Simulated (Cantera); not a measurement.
A closed system holds: 1 mol SiH₄, 1.3 mol H₂, 0.0053 mol C₂H₂, equilibrated at 12.0 Torr.

These are equilibrium values from Cantera (NASA tables, ideal gas, pure condensed phases), not measurements of a reactor. Candidate condensed phases: C, C₆H₆, C₇H₈, C₈H₁₈, Si, SiC; 87 gas species. Mutual solubility and eutectic melting of coexisting phases are not modelled. Gases not in the tables: Si₂H₆ and higher silanes. Kinetics and transport are ignored.

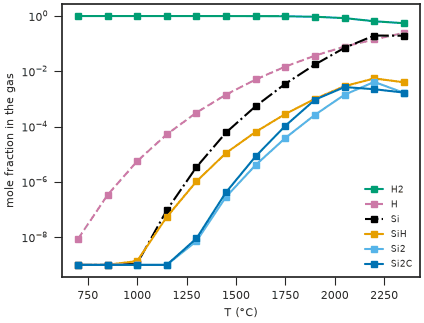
Figure: Equilibrium gas composition (values under 1e-9 drawn at 1e-9)

From 700 °C to 1300 °C the condensed part is Si(s) + SiC(s). From 1450 °C to 1900 °C the condensed part is Si(l) + SiC(s). At 2050 °C the condensed part is Si(l). From 2200 °C to 2350 °C nothing is condensed.
